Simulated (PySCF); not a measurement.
**Cd⁺: excitation energies in aug-cc-pwCVDZ-PP with ECP28, part 1 of 2**

Aim: the excitation energy of cadmium from differences of total energies, at each level of theory, and how far each lands from the tabulated value where there is one.

Program: PySCF 2.14.0. Level of theory: unrestricted determinants in a Gaussian basis, no spin-orbit coupling in the energies. These are calculated values, not measurements, unless marked.

### 1 What is computed

```
Element                                   : cadmium (Z = 48)
Basis                                     : aug-cc-pwCVDZ-PP with ECP28MDF (6s6p5d3f, 70 functions)
Hamiltonian                               : a scalar-relativistic core potential
State 1                                   : Cd⁺: [Kr] 4d9 5s2, 2D determinant (an excited configuration)
State 2                                   : Cd⁺: [Kr] 4d9 5s1 5p1, one real determinant (an excited configuration)
Needed too, but not shown                 : Cd⁺ [Kr] 4d10 5s1 (2S)
Methods                                   : UHF, LDA, PBE, PBE0, r2SCAN, BHandHLYP, B2PLYP, TPSSh, wB97X, MP2
Core shells frozen in the correlated runs : valence: 4s2 4p6; valence and next inner shell: nothing (for Cd⁺)
```

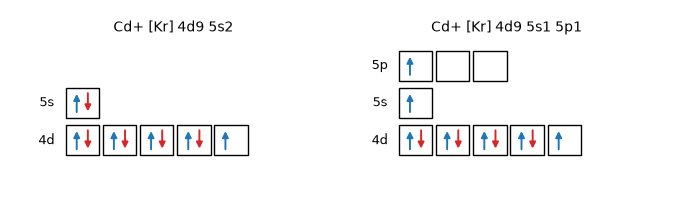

Outer shells as boxes.

One driver process ran all states and methods and kept the integrals in memory. Each run is shown as a PySCF script that sums up its settings (the driver passes frozen orbitals as a list and adds second-order terms of double hybrids); the logs are those of the runs themselves. The driver starts from symmetry-adapted Hartree-Fock orbitals, holds the occupation by maximum overlap and uses a logarithmic radial grid for functionals, so a plain start would take other cycles.

The integrals over 70 functions and the set-up took 0.7 s of CPU time.

### 2 Cd⁺ [Kr] 4d9 5s2

Level: UHF.

File input.py:

```python
from pyscf import gto, scf, dft, mp, cc
import basis_set_exchange as bse
txt = bse.get_basis("aug-cc-pwCVDZ-PP", elements=["Cd"], fmt="nwchem", header=False)
cut = txt.index("\nECP")
mol = gto.M(atom="Cd 0 0 0", charge=1, spin=1, symmetry="D2h",
            basis=gto.basis.parse(txt[:cut]),
            ecp={"Cd": gto.basis.parse_ecp(txt[cut:])})
mf = scf.UHF(mol)
mf.irrep_nelec = {'Ag': (4, 3), 'B1g': (1, 1), 'B2g': (1, 1), 'B3g': (1, 1), 'B1u': (1, 1), 'B2u': (1, 1), 'B3u': (1, 1)}
mf.kernel()
```

Log:

```text
damping factor = 0
level_shift factor = 0
DIIS = <class 'pyscf.scf.diis.CDIIS'>
diis_start_cycle = 1
diis_space = 10
diis_damp = 0
SCF conv_tol = 1e-09
SCF conv_tol_grad = None
number electrons alpha = 10  beta = 9
cycle= 1 E= -166.240648381355  delta_E= -0.00561  |g|= 0.0265  |ddm|= 0.0523
cycle= 2 E= -166.240799198293  delta_E= -0.000151  |g|= 0.005  |ddm|= 0.00922
cycle= 3 E= -166.240805823325  delta_E= -6.63e-06  |g|= 0.000556  |ddm|= 0.0036
cycle= 4 E= -166.240805943428  delta_E= -1.2e-07  |g|= 0.000222  |ddm|= 0.000958
cycle= 5 E= -166.240805962894  delta_E= -1.95e-08  |g|= 2.27e-05  |ddm|= 0.000452
cycle= 6 E= -166.240805963232  delta_E= -3.38e-10  |g|= 3.95e-06  |ddm|= 0.000123
converged SCF energy = -166.240805963232  <S^2> = 0.75207687  2S+1 = 2.0020758
```

CPU time 0.9 s on a shared host, the integrals not counted.

The occupied shells:

```
shell  electrons  mean orbital energy (eV)  spread (eV)  rms radius (bohr)
 4s α          1                   -146.55            0              0.942
 4s β          1                   -144.12            0              0.942
 4p α          3                   -100.91        2.058               1.03
 4p β          3                   -97.983        1.455               1.03
 4d α          5                   -33.643        2.357               1.32
 4d β          4                   -32.361        1.816               1.32
 5s α          1                   -17.039            0               2.83
 5s β          1                   -16.707            0               2.83
```

⟨S²⟩ = 0.752, ⟨L²⟩ = 6.02.

Energies and moments cover only the electrons outside the core potential.

Level: LDA.

Changes to input.py:

```diff
@@ -7,3 +7,3 @@
             ecp={"Cd": gto.basis.parse_ecp(txt[cut:])})
-mf = scf.UHF(mol)
+mf = dft.UKS(mol, xc="LDA,VWN")
 mf.irrep_nelec = {'Ag': (4, 3), 'B1g': (1, 1), 'B2g': (1, 1), 'B3g': (1, 1), 'B1u': (1, 1), 'B2u': (1, 1), 'B3u': (1, 1)}
```

Log:

```text
damping factor = 0
level_shift factor = 0
DIIS = <class 'pyscf.scf.diis.CDIIS'>
diis_start_cycle = 1
diis_space = 10
diis_damp = 0
SCF conv_tol = 1e-09
SCF conv_tol_grad = None
number electrons alpha = 10  beta = 9
XC functionals = LDA,VWN
    P. A. M. Dirac.,  Math. Proc. Cambridge Philos. Soc. 26, 376 (1930)
    F. Bloch.,  Z. Phys. 57, 545 (1929)
    S. H. Vosko, L. Wilk, and M. Nusair.,  Can. J. Phys. 58, 1200 (1980)
cycle= 1 E= -166.785025993085  delta_E= -0.0134  |g|= 0.136  |ddm|= 0.665
cycle= 2 E= -166.784053260549  delta_E= 0.000973  |g|= 0.153  |ddm|= 0.345
cycle= 3 E= -166.788826774595  delta_E= -0.00477  |g|= 0.00134  |ddm|= 0.181
cycle= 4 E= -166.788827139554  delta_E= -3.65e-07  |g|= 7.09e-05  |ddm|= 0.00097
cycle= 5 E= -166.788827140635  delta_E= -1.08e-09  |g|= 2.8e-06  |ddm|= 0.00011
cycle= 6 E= -166.788827140638  delta_E= -2.47e-12  |g|= 1.37e-07  |ddm|= 9.94e-06
converged SCF energy = -166.788827140638  <S^2> = 0.75037656  2S+1 = 2.0003765
```

It used 0.6 s of CPU time after the integrals (shared host).

Level: PBE.

Changes to input.py:

```diff
@@ -7,3 +7,3 @@
             ecp={"Cd": gto.basis.parse_ecp(txt[cut:])})
-mf = dft.UKS(mol, xc="LDA,VWN")
+mf = dft.UKS(mol, xc="PBE")
 mf.irrep_nelec = {'Ag': (4, 3), 'B1g': (1, 1), 'B2g': (1, 1), 'B3g': (1, 1), 'B1u': (1, 1), 'B2u': (1, 1), 'B3u': (1, 1)}
```

Log:

```text
damping factor = 0
level_shift factor = 0
DIIS = <class 'pyscf.scf.diis.CDIIS'>
diis_start_cycle = 1
diis_space = 10
diis_damp = 0
SCF conv_tol = 1e-09
SCF conv_tol_grad = None
number electrons alpha = 10  beta = 9
XC functionals = PBE
    J. P. Perdew, K. Burke, and M. Ernzerhof.,  Phys. Rev. Lett. 77, 3865 (1996)
    J. P. Perdew, K. Burke, and M. Ernzerhof.,  Phys. Rev. Lett. 78, 1396 (1997)
    J. P. Perdew, K. Burke, and M. Ernzerhof.,  Phys. Rev. Lett. 77, 3865 (1996)
    J. P. Perdew, K. Burke, and M. Ernzerhof.,  Phys. Rev. Lett. 78, 1396 (1997)
cycle= 1 E= -167.093499754302  delta_E= -0.0117  |g|= 0.0637  |ddm|= 0.498
cycle= 2 E= -167.093358361354  delta_E= 0.000141  |g|= 0.069  |ddm|= 0.162
cycle= 3 E= -167.094333645823  delta_E= -0.000975  |g|= 0.00156  |ddm|= 0.0848
cycle= 4 E= -167.094334159434  delta_E= -5.14e-07  |g|= 5.96e-05  |ddm|= 0.00178
cycle= 5 E= -167.09433416031  delta_E= -8.76e-10  |g|= 2.8e-06  |ddm|= 0.000128
converged SCF energy = -167.09433416031  <S^2> = 0.75050618  2S+1 = 2.0005061
```

It used 1.1 s of CPU time after the integrals (shared host).

Level: PBE0.

Changes to input.py:

```diff
@@ -7,3 +7,3 @@
             ecp={"Cd": gto.basis.parse_ecp(txt[cut:])})
-mf = dft.UKS(mol, xc="PBE")
+mf = dft.UKS(mol, xc="PBE0")
 mf.irrep_nelec = {'Ag': (4, 3), 'B1g': (1, 1), 'B2g': (1, 1), 'B3g': (1, 1), 'B1u': (1, 1), 'B2u': (1, 1), 'B3u': (1, 1)}
```

Log:

```text
damping factor = 0
level_shift factor = 0
DIIS = <class 'pyscf.scf.diis.CDIIS'>
diis_start_cycle = 1
diis_space = 10
diis_damp = 0
SCF conv_tol = 1e-09
SCF conv_tol_grad = None
number electrons alpha = 10  beta = 9
XC functionals = PBE0
    C. Adamo and V. Barone.,  J. Chem. Phys. 110, 6158 (1999)
    M. Ernzerhof and G. E. Scuseria.,  J. Chem. Phys. 110, 5029 (1999)
cycle= 1 E= -167.082230923313  delta_E= -0.0081  |g|= 0.0336  |ddm|= 0.395
cycle= 2 E= -167.082327107065  delta_E= -9.62e-05  |g|= 0.0264  |ddm|= 0.117
cycle= 3 E= -167.082465470697  delta_E= -0.000138  |g|= 0.00216  |ddm|= 0.0337
cycle= 4 E= -167.082466410758  delta_E= -9.4e-07  |g|= 0.000121  |ddm|= 0.00555
cycle= 5 E= -167.082466415334  delta_E= -4.58e-09  |g|= 7.68e-06  |ddm|= 0.00067
cycle= 6 E= -167.082466415364  delta_E= -3.01e-11  |g|= 2.86e-07  |ddm|= 2.86e-05
converged SCF energy = -167.082466415364  <S^2> = 0.75074054  2S+1 = 2.0007404
```

CPU time 1.2 s on a shared host, the integrals not counted.

Level: r2SCAN.

Changes to input.py:

```diff
@@ -7,3 +7,3 @@
             ecp={"Cd": gto.basis.parse_ecp(txt[cut:])})
-mf = dft.UKS(mol, xc="PBE0")
+mf = dft.UKS(mol, xc="R2SCAN")
 mf.irrep_nelec = {'Ag': (4, 3), 'B1g': (1, 1), 'B2g': (1, 1), 'B3g': (1, 1), 'B1u': (1, 1), 'B2u': (1, 1), 'B3u': (1, 1)}
```

Log:

```text
damping factor = 0
level_shift factor = 0
DIIS = <class 'pyscf.scf.diis.CDIIS'>
diis_start_cycle = 1
diis_space = 10
diis_damp = 0
SCF conv_tol = 1e-09
SCF conv_tol_grad = None
number electrons alpha = 10  beta = 9
XC functionals = R2SCAN
    J. W. Furness, A. D. Kaplan, J. Ning, J. P. Perdew, and J. Sun.,  J. Phys. Chem. Lett. 11, 8208-8215 (2020)
    J. W. Furness, A. D. Kaplan, J. Ning, J. P. Perdew, and J. Sun.,  J. Phys. Chem. Lett. 11, 9248-9248 (2020)
    J. W. Furness, A. D. Kaplan, J. Ning, J. P. Perdew, and J. Sun.,  J. Phys. Chem. Lett. 11, 8208-8215 (2020)
    J. W. Furness, A. D. Kaplan, J. Ning, J. P. Perdew, and J. Sun.,  J. Phys. Chem. Lett. 11, 9248-9248 (2020)
cycle= 1 E= -167.138438303716  delta_E= -0.0111  |g|= 0.0347  |ddm|= 0.403
cycle= 2 E= -167.138564525512  delta_E= -0.000126  |g|= 0.0317  |ddm|= 0.215
cycle= 3 E= -167.138774071109  delta_E= -0.00021  |g|= 0.00247  |ddm|= 0.0461
cycle= 4 E= -167.138776430499  delta_E= -2.36e-06  |g|= 0.000281  |ddm|= 0.0245
cycle= 5 E= -167.138776513783  delta_E= -8.33e-08  |g|= 1.19e-05  |ddm|= 0.00704
cycle= 6 E= -167.138776513931  delta_E= -1.48e-10  |g|= 1.95e-06  |ddm|= 0.000161
converged SCF energy = -167.138776513931  <S^2> = 0.75094414  2S+1 = 2.0009439
```

It used 2.4 s of CPU time after the integrals (shared host).

Level: BHandHLYP.

Changes to input.py:

```diff
@@ -7,3 +7,3 @@
             ecp={"Cd": gto.basis.parse_ecp(txt[cut:])})
-mf = dft.UKS(mol, xc="R2SCAN")
+mf = dft.UKS(mol, xc="BHANDHLYP")
 mf.irrep_nelec = {'Ag': (4, 3), 'B1g': (1, 1), 'B2g': (1, 1), 'B3g': (1, 1), 'B1u': (1, 1), 'B2u': (1, 1), 'B3u': (1, 1)}
```

Log:

```text
damping factor = 0
level_shift factor = 0
DIIS = <class 'pyscf.scf.diis.CDIIS'>
diis_start_cycle = 1
diis_space = 10
diis_damp = 0
SCF conv_tol = 1e-09
SCF conv_tol_grad = None
number electrons alpha = 10  beta = 9
XC functionals = BHANDHLYP
    A. D. Becke.,  J. Chem. Phys. 98, 1372 (1993)
    Defined through Gaussian implementation.
cycle= 1 E= -167.010461885658  delta_E= -0.00591  |g|= 0.0172  |ddm|= 0.274
cycle= 2 E= -167.010555102482  delta_E= -9.32e-05  |g|= 0.00626  |ddm|= 0.0774
cycle= 3 E= -167.010563201992  delta_E= -8.1e-06  |g|= 0.00283  |ddm|= 0.0138
cycle= 4 E= -167.010564781592  delta_E= -1.58e-06  |g|= 7.67e-05  |ddm|= 0.00631
cycle= 5 E= -167.010564785151  delta_E= -3.56e-09  |g|= 1.13e-05  |ddm|= 0.000549
cycle= 6 E= -167.010564785228  delta_E= -7.66e-11  |g|= 1.16e-06  |ddm|= 4.57e-05
converged SCF energy = -167.010564785228  <S^2> = 0.75100481  2S+1 = 2.0010046
```

CPU time 1.5 s on a shared host, the integrals not counted.

Level: B2PLYP.

Changes to input.py:

```diff
@@ -7,3 +7,3 @@
             ecp={"Cd": gto.basis.parse_ecp(txt[cut:])})
-mf = dft.UKS(mol, xc="BHANDHLYP")
+mf = dft.UKS(mol, xc="0.53*HF + 0.47*B88, 0.73*LYP")
 mf.irrep_nelec = {'Ag': (4, 3), 'B1g': (1, 1), 'B2g': (1, 1), 'B3g': (1, 1), 'B1u': (1, 1), 'B2u': (1, 1), 'B3u': (1, 1)}
```

Log:

```text
damping factor = 0
level_shift factor = 0
DIIS = <class 'pyscf.scf.diis.CDIIS'>
diis_start_cycle = 1
diis_space = 10
diis_damp = 0
SCF conv_tol = 1e-09
SCF conv_tol_grad = None
number electrons alpha = 10  beta = 9
XC functionals = 0.53*HF + 0.47*B88, 0.73*LYP
    A. D. Becke.,  Phys. Rev. A 38, 3098 (1988)
    C. Lee, W. Yang, and R. G. Parr.,  Phys. Rev. B 37, 785 (1988)
    B. Miehlich, A. Savin, H. Stoll, and H. Preuss.,  Chem. Phys. Lett. 157, 200 (1989)
cycle= 1 E= -166.812489847795  delta_E= -0.00566  |g|= 0.0194  |ddm|= 0.228
cycle= 2 E= -166.812589068355  delta_E= -9.92e-05  |g|= 0.0084  |ddm|= 0.0783
cycle= 3 E= -166.812603462784  delta_E= -1.44e-05  |g|= 0.00279  |ddm|= 0.0156
cycle= 4 E= -166.812605076456  delta_E= -1.61e-06  |g|= 8.67e-05  |ddm|= 0.00734
cycle= 5 E= -166.81260508108  delta_E= -4.62e-09  |g|= 1.27e-05  |ddm|= 0.000629
cycle= 6 E= -166.81260508118  delta_E= -1e-10  |g|= 1.4e-06  |ddm|= 5.18e-05
converged SCF energy = -166.81260508118  <S^2> = 0.75110636  2S+1 = 2.0011061
```

CPU time 1.9 s on a shared host, the integrals not counted.

Script and log cover the SCF part. The PT2 part, added by the driver, -0.44018 hartree before scaling by 0.27, brings the total to -166.931453 hartree.

Level: TPSSh.

Changes to input.py:

```diff
@@ -7,3 +7,3 @@
             ecp={"Cd": gto.basis.parse_ecp(txt[cut:])})
-mf = dft.UKS(mol, xc="0.53*HF + 0.47*B88, 0.73*LYP")
+mf = dft.UKS(mol, xc="TPSSH")
 mf.irrep_nelec = {'Ag': (4, 3), 'B1g': (1, 1), 'B2g': (1, 1), 'B3g': (1, 1), 'B1u': (1, 1), 'B2u': (1, 1), 'B3u': (1, 1)}
```

Log:

```text
damping factor = 0
level_shift factor = 0
DIIS = <class 'pyscf.scf.diis.CDIIS'>
diis_start_cycle = 1
diis_space = 10
diis_damp = 0
SCF conv_tol = 1e-09
SCF conv_tol_grad = None
number electrons alpha = 10  beta = 9
XC functionals = TPSSH
    V. N. Staroverov, G. E. Scuseria, J. Tao, and J. P. Perdew.,  J. Chem. Phys. 119, 12129 (2003)
cycle= 1 E= -167.024326460489  delta_E= -0.0102  |g|= 0.0512  |ddm|=  0.5
cycle= 2 E= -167.024368440479  delta_E= -4.2e-05  |g|= 0.0485  |ddm|= 0.158
cycle= 3 E= -167.024843153294  delta_E= -0.000475  |g|= 0.00188  |ddm|= 0.0603
cycle= 4 E= -167.024843845766  delta_E= -6.92e-07  |g|= 0.000128  |ddm|= 0.00351
cycle= 5 E= -167.024843849828  delta_E= -4.06e-09  |g|= 7.24e-06  |ddm|= 0.000487
cycle= 6 E= -167.024843849845  delta_E= -1.76e-11  |g|= 2.66e-07  |ddm|= 2.18e-05
converged SCF energy = -167.024843849845  <S^2> = 0.75074826  2S+1 = 2.0007481
```

CPU time 3 s on a shared host, the integrals not counted.

Level: wB97X.

Changes to input.py:

```diff
@@ -7,3 +7,3 @@
             ecp={"Cd": gto.basis.parse_ecp(txt[cut:])})
-mf = dft.UKS(mol, xc="TPSSH")
+mf = dft.UKS(mol, xc="WB97X")
 mf.irrep_nelec = {'Ag': (4, 3), 'B1g': (1, 1), 'B2g': (1, 1), 'B3g': (1, 1), 'B1u': (1, 1), 'B2u': (1, 1), 'B3u': (1, 1)}
```

Log:

```text
damping factor = 0
level_shift factor = 0
DIIS = <class 'pyscf.scf.diis.CDIIS'>
diis_start_cycle = 1
diis_space = 10
diis_damp = 0
SCF conv_tol = 1e-09
SCF conv_tol_grad = None
number electrons alpha = 10  beta = 9
XC functionals = WB97X
    J.-D. Chai and M. Head-Gordon.,  J. Chem. Phys. 128, 084106 (2008)
cycle= 1 E= -167.118876775791  delta_E= -0.00836  |g|= 0.0275  |ddm|= 0.342
cycle= 2 E= -167.119240189288  delta_E= -0.000363  |g|= 0.0136  |ddm|= 0.185
cycle= 3 E= -167.119291737107  delta_E= -5.15e-05  |g|= 0.00408  |ddm|= 0.0566
cycle= 4 E= -167.119300360711  delta_E= -8.62e-06  |g|= 0.000286  |ddm|= 0.0415
cycle= 5 E= -167.119300502709  delta_E= -1.42e-07  |g|= 2.96e-05  |ddm|= 0.00773
cycle= 6 E= -167.119300503683  delta_E= -9.74e-10  |g|= 1.57e-06  |ddm|= 0.000688
converged SCF energy = -167.119300503683  <S^2> = 0.75049848  2S+1 = 2.0004984
```

CPU time 2.1 s on a shared host, the integrals not counted.

### 3 Cd⁺ [Kr] 4d9 5s2, continued

Level: MP2 (valence).

input.py: that of step 2 with these lines changed.

```diff
@@ -7,4 +7,5 @@
             ecp={"Cd": gto.basis.parse_ecp(txt[cut:])})
-mf = dft.UKS(mol, xc="WB97X")
+mf = scf.UHF(mol)
 mf.irrep_nelec = {'Ag': (4, 3), 'B1g': (1, 1), 'B2g': (1, 1), 'B3g': (1, 1), 'B1u': (1, 1), 'B2u': (1, 1), 'B3u': (1, 1)}
 mf.kernel()
+mp.UMP2(mf, frozen=4).kernel()
```

The driver printed no log here.

CPU time 0.38 s on a shared host, the integrals not counted.

With 11 electrons correlated, the MP2 correlation energy is -0.37711 hartree (-0.13552 same spin, -0.24159 opposite spin); the SCS form gives -0.33508. Largest pairs of shells: 4d-4d -0.2759, 4d-5s -0.0783, 5s-5s -0.0229.

Level: MP2 (valence and next inner shell).

Changes to input.py:

```diff
@@ -10,2 +10,2 @@
 mf.kernel()
-mp.UMP2(mf, frozen=4).kernel()
+mp.UMP2(mf, frozen=0).kernel()
```

No log was kept for this step.

It used 0.39 s of CPU time after the integrals (shared host).

With 19 electrons correlated, the MP2 correlation energy is -0.62344 hartree (-0.20375 same spin, -0.41969 opposite spin); the SCS form gives -0.57155. Largest pairs of shells: 4d-4d -0.2759, 4p-4d -0.1391, 4d-5s -0.0783, 4p-4p -0.0463, 4s-4d -0.0250.

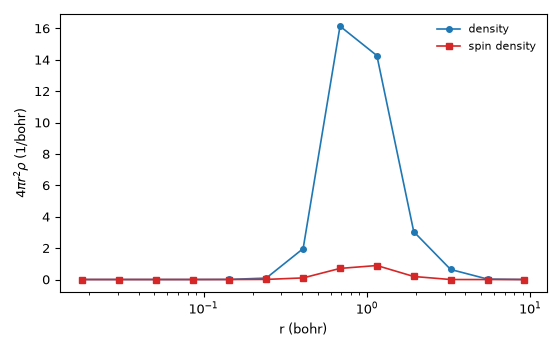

Radial density 4πr²ρ of Cd⁺ at UHF, the electrons outside the core potential, at 13 stored radii joined by straight lines.

(Continued in part 2 of 2.)
